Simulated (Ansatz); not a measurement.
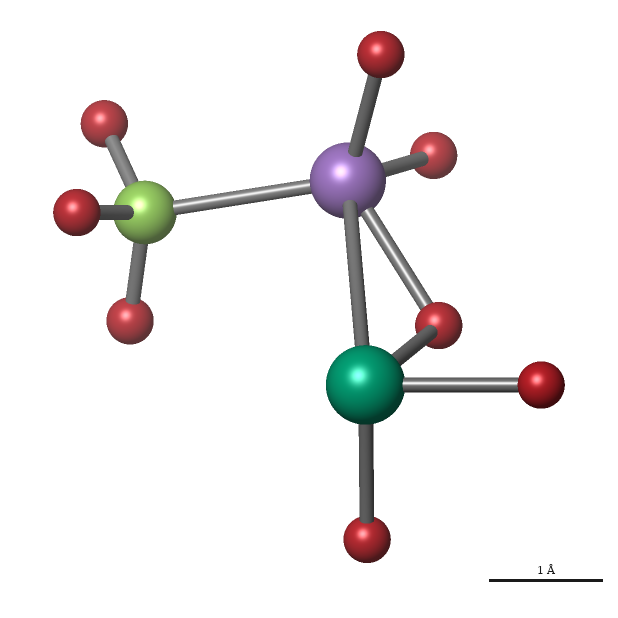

The picture shows a molecular structure as a ball-and-stick model. Colours: silicon purple, germanium teal, hydrogen red, carbon green.

The geometry was computed by an optimisation with PBE0-D4/def2-TZVP.

Question: Which formula does it have?

Answer: CH8GeSi, 11 atoms: 1 carbon, 8 hydrogen, 1 germanium and 1 silicon.

Question: Give the symmetry (Schoenflies symbol).

Answer: C1.

Question: How many bonds of each kind are drawn?

Answer: 3 Ge–H, 3 C–H, 3 Si–H, 1 Ge–Si, 1 C–Si. Sticks follow a distance rule.

More results for the same structure follow; atom numbers are the same in all pictures, views and colours differ.

**Shape**

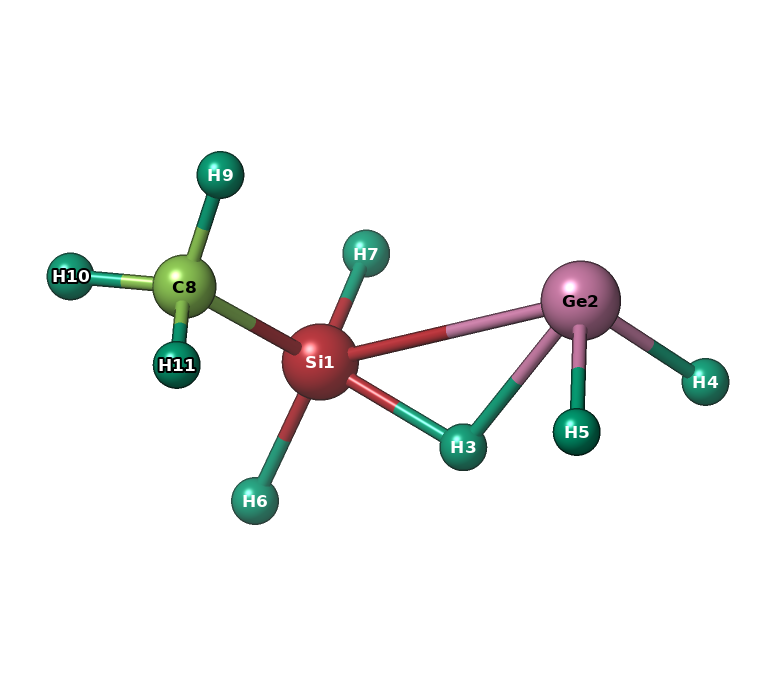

Question: Describe the coordination of atom 8.

Answer: C8 has 4 neighbours (Si1 at 1.86, H9 at 1.09, H10 at 1.09, H11 at 1.09 Å); the arrangement is tetrahedral.

Question: Which bond is the longest?

Answer: Si1–Ge2, 2.738 Å.

Question: What is the dihedral angle C8–Si1–H3–Ge2?

Answer: 68° in size, that is gauche.

**Electronic properties**

Level of theory: RKS PBE0-D4/def2-TZVP (Ansatz 0.2.0).

Question: What is the dispersion correction?

Answer: −17.9 kJ/mol.

Question: Give the dipole moment at this level.

Answer: 2.17 D.

**Vibrations**

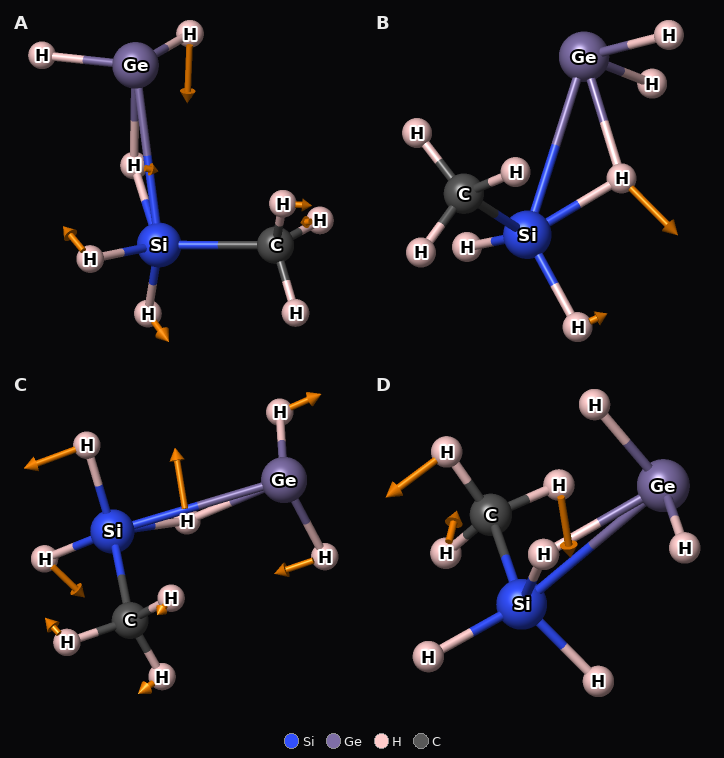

4 normal modes of one molecule or complex, as arrows. Harmonic vibrations computed with RKS PBE0-D4/def2-TZVP (Ansatz 0.2.0) at a stationary point of the same level.

Question: Match the panels to the wavenumbers 356 cm⁻¹, 613 cm⁻¹, 1266 cm⁻¹, 1450 cm⁻¹.

Answer: A: 613 cm⁻¹, angle bending
B: 1266 cm⁻¹
C: 356 cm⁻¹, angle bending
D: 1450 cm⁻¹, H–C–H bending

**Thermal motion**

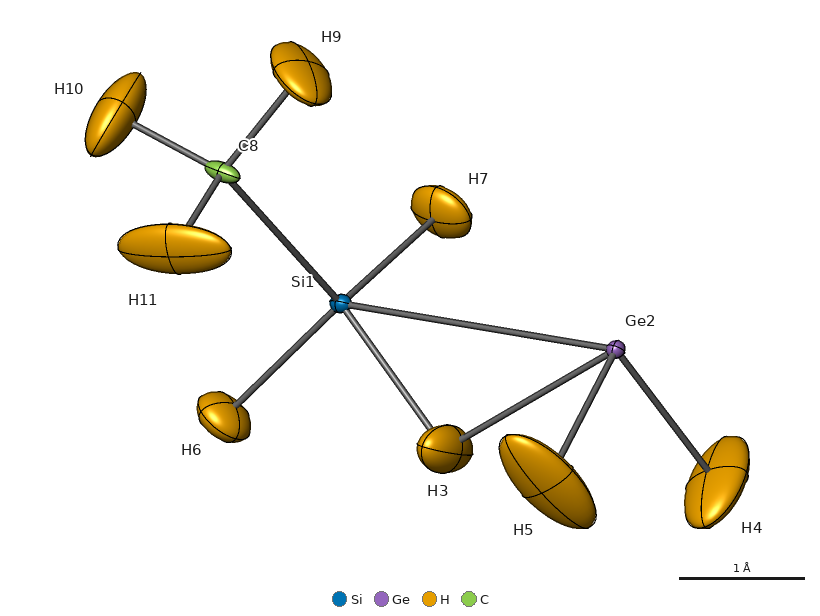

Displacement ellipsoids at the 50 % level, from the internal vibrations of the free molecule (harmonic, no overall translation or rotation; no half-axis is drawn under 0.075 Å). Vibrations computed with RKS PBE0-D4/def2-TZVP (Ansatz 0.2.0). Temperature: 100 K.

Give the displacement parameters, one line for each set of equivalent atoms.

| atom | U_eq (Å²) | rms amplitudes (Å) |
| --- | --- | --- |
| Si1 | 0.0019 | 0.020, 0.035, 0.065 |
| Ge2 | 0.00052 | 0.006, 0.012, 0.037 |
| H3 | 0.0230 | 0.109, 0.126, 0.203 |
| H4 | 0.0510 | 0.094, 0.187, 0.331 |
| H5 | 0.0521 | 0.092, 0.182, 0.339 |
| H6 | 0.0203 | 0.096, 0.155, 0.166 |
| H7 | 0.0223 | 0.088, 0.154, 0.189 |
| C8 | 0.0046 | 0.032, 0.035, 0.108 |
| H9 | 0.0313 | 0.085, 0.163, 0.245 |
| H10 | 0.0369 | 0.111, 0.163, 0.268 |
| H11 | 0.0453 | 0.080, 0.147, 0.328 |
